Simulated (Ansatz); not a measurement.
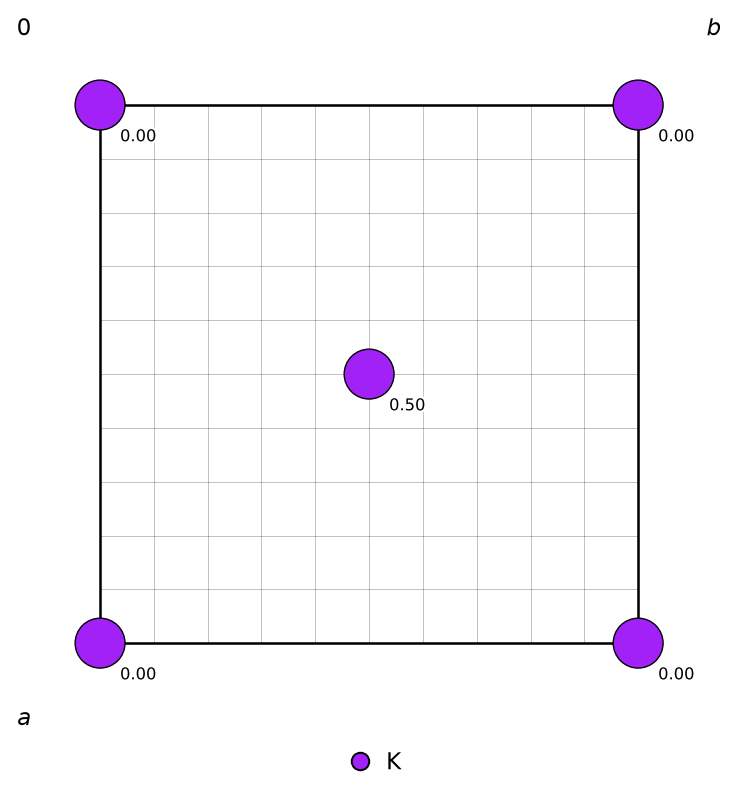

Plan of a unit cell projected along c (a down the page, b across); the numbers are heights as fractions of c, and atoms on the cell's edges are repeated. The grid marks tenths of a and b. Source: the input geometry of an electronic-structure calculation (not necessarily at equilibrium). Symmetry computed with spglib at a tolerance of 0.002 Å; standard conventional cell.

a = 5.344 Å, b = 5.344 Å, c = 5.344 Å, α = 90.00°, β = 90.00°, γ = 90.00°.

Q: What does the cell contain?

A: 2 K: K, Z = 2.

Q: Which space group?

A: Im-3m (No. 229), body-centred cubic.

Q: Give the independent sites, coordinates to two places.

A:
| atom | site | symmetry | x | y | z |
| --- | --- | --- | --- | --- | --- |
| K | 2a | m-3m | 0.00 | 0.00 | 0.00 |
